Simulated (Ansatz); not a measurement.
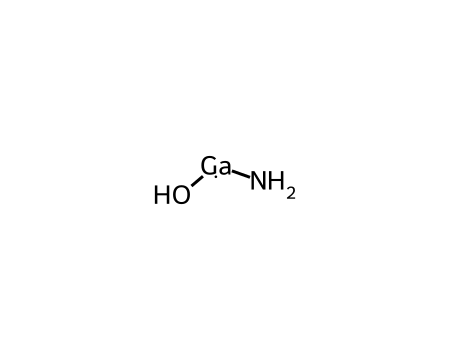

A structural formula. State: neutral, doublet.

Give its SMILES.

Answer. [NH2][Ga][OH]

Give the formula, hydrogens included.

Answer. GaH3NO.

An optimisation with PBE0-D4/def2-TZVP gave a structure of which point group?

Answer. C1.

More results for the same structure follow; atom numbers are the same in all pictures, views and colours differ. The geometry was computed by an optimisation with PBE0-D4/def2-TZVP.

### Vibrations

Harmonic vibrations computed with UKS PBE0-D4/def2-TZVP (Ansatz 0.2.0) at a stationary point of the same level.

How many vibrational modes are there, and where do they lie?

Answer. 12 modes: 169, 226, 255, 422, 628, 667, 732, 805, 1549, 3545, 3655, 3864 cm⁻¹.

### Levels of theory compared

Program: Ansatz 0.2.0.

Compare dipole (D), HOMO energy (eV) at these levels: B3LYP-D4/def2-TZVPP; PBE-D4/def2-TZVPP; r2SCAN-D4/def2-TZVPP; ωB97M-V/def2-TZVPP.

| level | dipole (D) | HOMO energy (eV) |
| --- | --- | --- |
| B3LYP-D4/def2-TZVPP | 2.12 | −5.89 |
| PBE-D4/def2-TZVPP | 2.12 | −4.99 |
| r2SCAN-D4/def2-TZVPP | 2.11 | −5.37 |
| ωB97M-V/def2-TZVPP | 2.06 | −8.18 |

### Charges

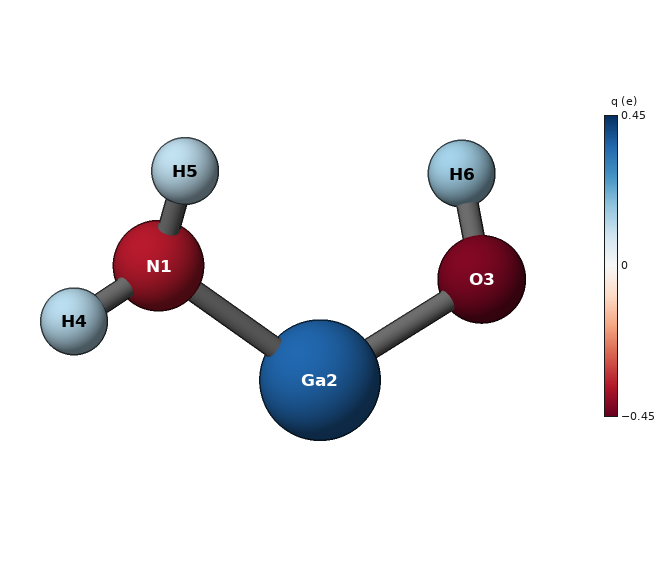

Atoms are coloured by their Mulliken charges. Properties computed with UKS B3LYP-D4/def2-TZVPP (Ansatz 0.2.0).

Which atom carries the highest charge (most positive or least negative)?

Answer. Ga2 (0.36 e).

And the lowest?

Answer. O3 (−0.42 e).

Give the Mulliken charges atom by atom.

```
atom  value (e)
  N1      −0.36
 Ga2       0.36
  O3      −0.42
  H4       0.13
  H5       0.12
  H6       0.16
```

Mulliken values depend strongly on the basis set and can even reverse the polarity of a bond.
